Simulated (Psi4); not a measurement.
**AlSi2H5O (SMILES [SiH3][Al]1[O][SiH2]1): DSD-PBEP86/6-31G(d) (density fitting for correlation, spherical functions)**

Aim: the vertical singlet–triplet gap of AlSi2H5O at DSD-PBEP86/6-31G* (density fitting for correlation, spherical functions), from 2 runs. 

The results are computed with Psi4 1.11.

1 further run of the same task is left out (set aside as unsound or not needed).

## (1) The structure to begin with

AlSi2H5O: 9 atoms, total charge 0, spin state singlet. As SMILES, `[SiH3][Al]1[O][SiH2]1`. The shape is that of a PBE0-D4/def2-TZVP optimisation.

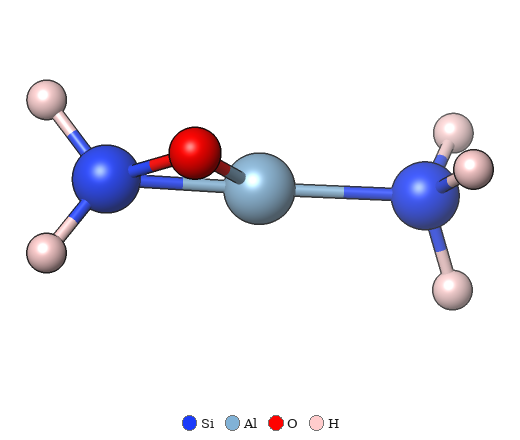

The structure, seen from a chosen angle (silicon blue, aluminium light blue, oxygen red, hydrogen pink).

## (2) The energy at DSD-PBEP86/6-31G(d) (density fitting for correlation, spherical functions)

alh5osi2.xyz reads:

```xyz
9
AlH5OSi2
Si    -0.652900     1.717100    -1.334700
Al    -0.124900    -0.148900     0.162800
O      1.392700    -0.965300     0.434300
Si     0.478600    -1.877700     1.520900
H     -1.763800     1.326700    -2.244900
H     -1.100100     2.886400    -0.529300
H      0.526500     2.112800    -2.150200
H      0.403300    -3.327600     1.187000
H      0.929000    -1.770000     2.936900
```

calc.py reads:

```python
import psi4

psi4.set_memory('2200 MB')
psi4.set_num_threads(1)
psi4.set_output_file('psi4.out', False)

with open('alh5osi2.xyz') as f:
    atoms = ''.join(f.readlines()[2:])
mol = psi4.geometry('0 1\n' + atoms + 'symmetry c1')

psi4.set_options({
    'basis': '6-31G*',
    'puream': True,
    'e_convergence': 1e-09,
    'd_convergence': 1e-08,
    'scf_type': 'pk',
    'dft_radial_points': 99,
    'dft_spherical_points': 590,
    'num_frozen_docc': 16,
})

energy_value, wavefunction = psi4.energy("dsd-pbep86", return_wfn=True)
print(f'total energy {energy_value:.8f} hartree = {energy_value * 27.211386:.5f} eV')
for k, v in sorted(psi4.core.scalar_variables().items()):
    print(f'{k:45s} {v:18.10f}')
```

Launch:

```bash
$ python calc.py
```

psi4.out:

```text
[...]
  Running in c1 symmetry.
[...]
  Nuclear repulsion =  235.013438799962699
[...]
  Multiplicity = 1
[...]
  Nalpha       = 27
  Nbeta        = 27
[...]
    Number of basis functions: 78
[...]
   @RKS iter   1:  -898.17985426064513   -7.19941e-01   7.80705e-03 DIIS/ADIIS
[...]
   @RKS iter  11:  -898.35999178467534   -6.93490e-12   7.46676e-09 DIIS
[...]
    Orbital Energies [Eh]
    ---------------------
    Doubly Occupied:
       1A    -67.846129     2A    -67.833959     3A    -57.627375
       4A    -20.037627     5A     -5.842758     6A     -5.838938
       7A     -4.647989     8A     -4.033056     9A     -4.031994
      10A     -4.031336    11A     -4.027950    12A     -4.027840
      13A     -4.027752    14A     -3.042579    15A     -3.039984
      16A     -3.038594    17A     -1.166860    18A     -0.673383
      19A     -0.628400    20A     -0.524491    21A     -0.479770
      22A     -0.473927    23A     -0.453137    24A     -0.452697
      25A     -0.391257    26A     -0.388551    27A     -0.278119
[...]
  @RKS Final Energy:  -898.35999178467534
   => Energetics <=
    Nuclear Repulsion Energy =            235.0134387999626995
    One-Electron Energy =               -1714.6477786659206686
    Two-Electron Energy =                 601.4323337266005183
    DFT Exchange-Correlation Energy =     -20.1579856453178294
    Empirical Dispersion Energy =           0.0000000000000000
    VV10 Nonlocal Energy =                  0.0000000000000000
    Total Energy =                       -898.3599917846753442
[...]
 Multipole Moments:
 ------------------------------------------------------------------------------------
     Multipole            Electronic (a.u.)      Nuclear  (a.u.)        Total (a.u.)
 ------------------------------------------------------------------------------------
 L = 1.  Multiply by 2.5417464519 to convert [e a0] to [Debye]
 Dipole X            :          0.5419410           -1.3003205           -0.7583795
 Dipole Y            :         -1.7074429            2.1133963            0.4059534
 Dipole Z            :          1.3353555           -1.4718916           -0.1365361
 Magnitude           :                                                    0.8709648
[...]
```

Standard output:

```text
total energy -898.57191076 hartree = -24451.38711 eV
CURRENT ENERGY                                   -898.5719107607
CURRENT REFERENCE ENERGY                         -898.3599917847
DD SOLVATION ENERGY                                 0.0000000000
DFT FUNCTIONAL TOTAL ENERGY                      -898.3599917847
DFT TOTAL ENERGY                                 -898.5719107607
DFT VV10 ENERGY                                     0.0000000000
DFT XC ENERGY                                     -20.1579856453
DOUBLE-HYBRID CORRECTION ENERGY                    -0.2119189760
DSD-PBEP86 DOUBLE-HYBRID CORRECTION ENERGY         -0.2119189760
DSD-PBEP86 TOTAL ENERGY                          -898.5719107607
GRID ELECTRONS ALPHA                               27.0000002313
GRID ELECTRONS BETA                                27.0000002313
GRID ELECTRONS TOTAL                               54.0000004627
NUCLEAR REPULSION ENERGY                          235.0134388000
ONE-ELECTRON ENERGY                             -1714.6477786659
PCM POLARIZATION ENERGY                             0.0000000000
PE ENERGY                                           0.0000000000
SCF ITERATION ENERGY                             -898.3599917847
SCF ITERATIONS                                     11.0000000000
SCF TOTAL ENERGY                                 -898.3599917847
TWO-ELECTRON ENERGY                               601.4323337266
XC GRID RADIAL POINTS                              99.0000000000
XC GRID SPHERICAL POINTS                          590.0000000000
XC GRID TOTAL POINTS                           499888.0000000000
```

Wall time 16 s (1 thread of AMD EPYC 7B13 (Zen 3), shared host); peak memory 1.1 GiB.

## (3) The triplet, same level

calc.in reads:

```
memory 2.2 GB

molecule m {
  0 3
  Si
  Al 1 r2
  O 2 r3 1 a3
  Si 3 r4 2 a4 1 d4
  H 1 r5 2 a5 3 d5
  H 1 r6 5 a6 2 d6
  H 1 r7 5 a7 6 d7
  H 4 r8 3 a8 2 d8
  H 4 r9 8 a9 3 d9

  r2 = 2.450152
  r3 = 1.744515
  a3 = 129.7168
  r4 = 1.687825
  a4 = 83.22528
  d4 = 179.88024
  r5 = 1.488279
  a5 = 109.5644
  d5 = 124.23694
  r6 = 1.488596
  a6 = 108.22216
  d6 = -119.22646
  r7 = 1.487482
  a7 = 109.04571
  d7 = -118.46243
  r8 = 1.489755
  a8 = 114.15444
  d8 = 117.9645
  r9 = 1.489804
  a9 = 107.37749
  d9 = -127.59848
  symmetry c1
}

set {
  basis                6-31G*
  reference            uks
  puream               true
  e_convergence        1e-09
  d_convergence        1e-08
  scf_type             pk
  dft_radial_points    99
  dft_spherical_points 590
  num_frozen_docc      16
  maxiter              100
}

energy("dsd-pbep86")
```

Launch:

```bash
$ psi4 -n 1 calc.in calc.out
```

calc.out:

```text
[...]
  Running in c1 symmetry.
[...]
  Nuclear repulsion =  235.013416177567251
[...]
  Multiplicity = 3
[...]
  Nalpha       = 28
  Nbeta        = 26
[...]
    Number of basis functions: 78
[...]
   @UKS iter   1:  -898.09387821942096   -6.33966e-01   7.36185e-03 DIIS/ADIIS
[...]
   @UKS iter  27:  -898.26279836683909   -1.05956e-10   7.12800e-09 DIIS
[...]
   @S^2 Observed:                2.023336449E+00
[...]
    Orbital Energies [Eh]
    ---------------------
    Alpha Occupied:
       1A    -67.902080     2A    -67.829520     3A    -57.610333
       4A    -20.088126     5A     -5.899073     6A     -5.831144
       7A     -4.635158     8A     -4.093247     9A     -4.086869
      10A     -4.085800    11A     -4.020389    12A     -4.020099
      13A     -4.019994    14A     -3.030914    15A     -3.029049
      16A     -3.026122    17A     -1.224059    18A     -0.687540
      19A     -0.656328    20A     -0.581527    21A     -0.525582
      22A     -0.524518    23A     -0.443232    24A     -0.440030
      25A     -0.436967    26A     -0.404182    27A     -0.341223
      28A     -0.174807
    Alpha Virtual:
[...]
  @UKS Final Energy:  -898.26279836683909
   => Energetics <=
    Nuclear Repulsion Energy =            235.0134161775672510
    One-Electron Energy =               -1713.8056598201978886
    Two-Electron Energy =                 600.6750151864257532
    DFT Exchange-Correlation Energy =     -20.1455699106341903
    Empirical Dispersion Energy =           0.0000000000000000
    VV10 Nonlocal Energy =                  0.0000000000000000
    Total Energy =                       -898.2627983668390925
[...]
 Multipole Moments:
 ------------------------------------------------------------------------------------
     Multipole            Electronic (a.u.)      Nuclear  (a.u.)        Total (a.u.)
 ------------------------------------------------------------------------------------
 L = 1.  Multiply by 2.5417464519 to convert [e a0] to [Debye]
 Dipole X            :          0.0305316            0.0107409            0.0412725
 Dipole Y            :          0.0880037            0.7370012            0.8250049
 Dipole Z            :          3.6582667           -2.7893453            0.8689214
 Magnitude           :                                                    1.1988999
[...]
```

Run time: 43 s. Hardware: 1 thread of AMD EPYC 7B13 (Zen 3), shared host; peak memory 1.1 GiB.

## (4) What came out

Level: DSD-PBEP86/6-31G* (density fitting for correlation, spherical functions), 16 core orbitals frozen.

```
                                                         quantity          value
                                            singlet: total energy  -898.57191 Eh
                       singlet: HOMO energy (SCF part's orbitals)       -7.57 eV
                       singlet: LUMO energy (SCF part's orbitals)        0.01 eV
                     singlet: HOMO–LUMO gap (SCF part's orbitals)        7.58 eV
                                            triplet: total energy  -898.46716 Eh
triplet: HOMO energy (SCF part's orbitals) (highest over α and β)       -4.76 eV
 triplet: LUMO energy (SCF part's orbitals) (lowest over α and β)       -2.32 eV
                                                    triplet: ⟨S²⟩          2.023
                 vertical energy of the triplet above the singlet       2.851 eV
```

What this shows: At this shape the triplet lies 2.85 eV (66 kcal/mol) above the singlet.
